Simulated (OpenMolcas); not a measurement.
**SnHClOF2 (SMILES [OH][Sn]([F])([F])[Cl]): levels of theory compared**

We compute a comparison of 4 runs (HF/3-21G, HF/def2-SVP, B2PLYP/def2-SVP, M06-L/def2-SVP) of SnHClOF2. 

The calculation is run with OpenMolcas 26.06.

## (1) The system as given

SnHClOF2: 6 atoms, total charge 0, spin state singlet. SMILES: `[OH][Sn]([F])([F])[Cl]`. Geometry: relaxed at PBE0-D4/def2-TZVP. This is one conformer, not always the lowest.

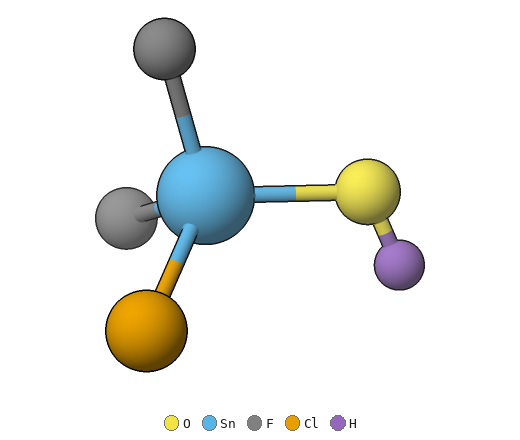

The structure, seen from a chosen angle (oxygen yellow, tin blue, fluorine grey, chlorine amber, hydrogen purple).

## (2) Energy and gradient at HF/3-21G (run 1)

The input, run.input:

```
&GATEWAY
BasLib=$CurrDir
Coord
6
angstrom
O       -0.464000       0.283900       1.476300
Sn       0.252400      -0.175700      -0.247500
F        1.982500      -0.856500       0.056700
F       -0.743300      -1.587100      -1.019700
Cl       0.329400       1.540600      -1.744400
H       -1.315000       0.730600       1.432500
Basis=3-21G
Group=NoSym
&SEWARD
&SCF
Thresholds=1e-10 1e-07 1e-07 1e-05
PrOrbitals=1 2
&ALASKA
```

The basis set 3-21G is read from a file made from the Basis Set Exchange's data (not shown).

Launch:

```console
$ export MOLCAS_MEM=1860
$ pymolcas run.input > run.log
```

Output:

```text
--- Start Module: gateway ---
[...]
--- Stop Module: gateway /rc=_RC_ALL_IS_WELL_ ---
[...]
      Basis functions           73
[...]
--- Start Module: scf ---
[...]
       Convergence after  13 Iterations
[...]
::    Total SCF energy                              -6726.5589208058
[...]
      Total spin, S                                     0.0000000000
[...]
      Total electronic charge=   94.000000
      Total            charge=   -0.000000
[...]
      Dipole Moment (debye):
      Origin of the operator (angstrom)=    0.2696   -0.0397   -0.3998
                   X= -2.2535E+00               Y=  1.3416E+00               Z=  8.1111E-01           Total=  2.7451E+00
      Quadrupole Moment (debye*angstrom):
[...]
--- Stop Module: scf /rc=_RC_ALL_IS_WELL_ ---
[...]
--- Start Module: alaska ---
[...]
 *              Molecular gradients               *
 **************************************************
  Irreducible representation: a
 ------------------------------------------------------------------------------------------
                              X                       Y                       Z
 ------------------------------------------------------------------------------------------
  O1               -1.63192142438895E-03    1.87188743024347E-03    2.15266700830554E-02
  SN2              -8.97985034735971E-03    4.35942788117094E-02   -2.53505006531167E-02
  F3                1.26429351703834E-02   -3.91571212692199E-03    3.61953733712639E-03
  F4               -8.59783050056251E-03   -1.19140646428093E-02   -7.72038199669822E-03
  CL5              -4.49534549625374E-04   -2.54405392159569E-02    2.06918678082886E-02
  H6                7.01620165155248E-03   -4.19585025634150E-03   -1.27671925789226E-02
 ------------------------------------------------------------------------------------------
[...]
```

Wall time 8.4 s (1 thread of Intel Xeon Platinum 8259CL at 2.50GHz (Skylake/Cascade Lake), shared host); peak memory 0.42 GiB.

## (3) Energy and gradient at HF/def2-SVP (core potential) (run 2)

The input, calc.input:

```
&gateway
baslib = $CurrDir
coord
6
angstrom
O       -0.464000       0.283900       1.476300
Sn       0.252400      -0.175700      -0.247500
F        1.982500      -0.856500       0.056700
F       -0.743300      -1.587100      -1.019700
Cl       0.329400       1.540600      -1.744400
H       -1.315000       0.730600       1.432500
basis = def2-SVP
group = NoSym
&seward
&scf
thresholds = 1e-10 1e-07 1e-07 1e-05
prorbitals = 1 2
&alaska
```

The basis set def2-SVP is read from a file made from the Basis Set Exchange's data (not shown).

Launch:

```console
$ export MOLCAS_MEM=1860
$ pymolcas calc.input > calc.log
```

Output:

```text
--- Start Module: gateway ---
[...]
--- Stop Module: gateway /rc=_RC_ALL_IS_WELL_ ---
[...]
      Basis functions           91
[...]
--- Start Module: scf ---
[...]
       Convergence after  14 Iterations
[...]
::    Total SCF energy                               -946.9006177509
[...]
      Total spin, S                                     0.0000000000
[...]
      Total electronic charge=   66.000000
      Total            charge=   -0.000000
[...]
      Dipole Moment (debye):
      Origin of the operator (angstrom)=    0.2696   -0.0397   -0.3998
                   X= -1.9931E+00               Y=  2.2795E+00               Z=  2.0272E-01           Total=  3.0347E+00
      Quadrupole Moment (debye*angstrom):
[...]
--- Stop Module: scf /rc=_RC_ALL_IS_WELL_ ---
[...]
--- Start Module: alaska ---
[...]
 *              Molecular gradients               *
 **************************************************
  Irreducible representation: a
 ------------------------------------------------------------------------------------------
                              X                       Y                       Z
 ------------------------------------------------------------------------------------------
  O1                1.79232356378174E-02   -9.47253407331194E-03    5.26077193779884E-03
  SN2              -2.45333505237522E-03    6.37274026556645E-03   -4.64964805862600E-03
  F3               -2.10889485142829E-03    9.32967086804126E-04    5.80961008296299E-04
  F4                5.07560651165306E-04    1.38303126124839E-04    2.15779015881878E-04
  CL5               6.51316639608268E-05   -5.25569566016415E-03    4.33483619978148E-03
  H6               -1.39336980490619E-02    7.28421925495271E-03   -5.74270010320149E-03
 ------------------------------------------------------------------------------------------
[...]
```

It took 14 s on 1 thread of Intel Xeon Platinum 8259CL at 2.50GHz (Skylake/Cascade Lake), shared host; peak memory 0.5 GiB.

Run 3 isn't shown in full; the table further down has it.

## (4) Energy and forces at M06-L/def2-SVP (core potential) (run 4)

The input, coord.xyz:

```xyz
6

O     -0.464000     0.283900     1.476300
Sn     0.252400    -0.175700    -0.247500
F      1.982500    -0.856500     0.056700
F     -0.743300    -1.587100    -1.019700
Cl     0.329400     1.540600    -1.744400
H     -1.315000     0.730600     1.432500
```

The input, calc.inp:

```
&GATEWAY
  BasLib=$CurrDir
  Coord=coord.xyz
  Basis=def2-SVP
  Group=NoSym

&SEWARD
  GridInput
  Grid=UltraFine
  End of Grid

&SCF
  KSDFT=M06L
  Thresholds=1e-10 1e-07 1e-07 1e-05
  PrOrbitals=1 2

&ALASKA
```

The basis set def2-SVP is read from a file made from the Basis Set Exchange's data (not shown).

Launch:

```console
$ export MOLCAS_MEM=1860
$ pymolcas calc.inp > calc.log
```

Output:

```text
--- Start Module: gateway ---
[...]
--- Stop Module: gateway /rc=_RC_ALL_IS_WELL_ ---
[...]
      Basis functions           91
[...]
--- Start Module: scf ---
[...]
       Convergence after  18 Iterations
[...]
::    Total KS-DFT energy                            -949.8826661965
[...]
      Total spin, S                                     0.0000000000
[...]
      Total electronic charge=   66.000000
      Total            charge=   -0.000000
[...]
      Dipole Moment (debye):
      Origin of the operator (angstrom)=    0.2696   -0.0397   -0.3998
                   X= -1.8193E+00               Y=  1.7876E+00               Z=  4.9793E-01           Total=  2.5987E+00
      Quadrupole Moment (debye*angstrom):
[...]
--- Stop Module: scf /rc=_RC_ALL_IS_WELL_ ---
[...]
--- Start Module: alaska ---
[...]
 *              Molecular gradients               *
 **************************************************
  Irreducible representation: a
 ------------------------------------------------------------------------------------------
                              X                       Y                       Z
 ------------------------------------------------------------------------------------------
  O1                4.41800203965670E-03   -3.56896508454052E-03   -1.82980331472820E-02
  SN2               1.60042303207408E-03   -5.90282509416706E-03    2.81877456373802E-03
  F3               -1.93317981504784E-02    7.48973248962947E-03   -3.54058256916634E-03
  F4                1.08406383040993E-02    1.57259953855551E-02    8.90464809397784E-03
  CL5              -6.41027953065865E-04   -1.20321928343827E-02    1.05158850788492E-02
  H6                3.11376272785147E-03   -1.71174486207537E-03   -4.00692020034232E-04
 ------------------------------------------------------------------------------------------
[...]
```

It took 47 s on 1 thread of Intel Xeon Platinum 8259CL at 2.50GHz (Skylake/Cascade Lake), shared host; peak memory 0.5 GiB.

## (5) All runs side by side

```
run                             level      task  frozen core orbitals   energy (Eh)  dipole moment (D)  HOMO energy (eV)  LUMO energy (eV)  wall time
  1                          HF/3-21G  gradient                     –  -6726.558921               2.75            -13.69              1.12      8.4 s
  2      HF/def2-SVP (core potential)  gradient                     –   -946.900618               3.03            -13.69              1.14       14 s
  3  B2PLYP/def2-SVP (core potential)    energy                    12   -949.116892               2.87            -11.30             -1.33       31 s
  4   M06-L/def2-SVP (core potential)  gradient                     –   -949.882666               2.60             -8.53             -3.37       47 s
```

## (6) Results

| quantity | value |
| --- | --- |
| run 4: total energy | -949.88267 Eh |
| run 4: dipole moment | 2.60 D |
| run 4: HOMO energy | -8.53 eV |
| run 4: LUMO energy | -3.37 eV |
| run 4: HOMO–LUMO gap | 5.16 eV |
| run 4: largest force on an atom | 1.084 eV/Å |

The dipole moment (its size) runs from 2.60 D (M06-L/def2-SVP) to 3.03 D (HF/def2-SVP). The HOMO–LUMO gap runs from 5.16 eV (M06-L/def2-SVP) to 14.83 eV (HF/def2-SVP). Exact exchange widens orbital gaps. For B2PLYP the log adds the whole second-order term; the table takes 0.27 of it, as the functional is defined. Totals of different functionals can't be ranked against each other. Some runs of one species differ in core potentials or relativity; totals across that change don't compare. In run 1 relativity is left out where basis or elements ask for it. All runs together took 1.7 min, the longest 47 s.
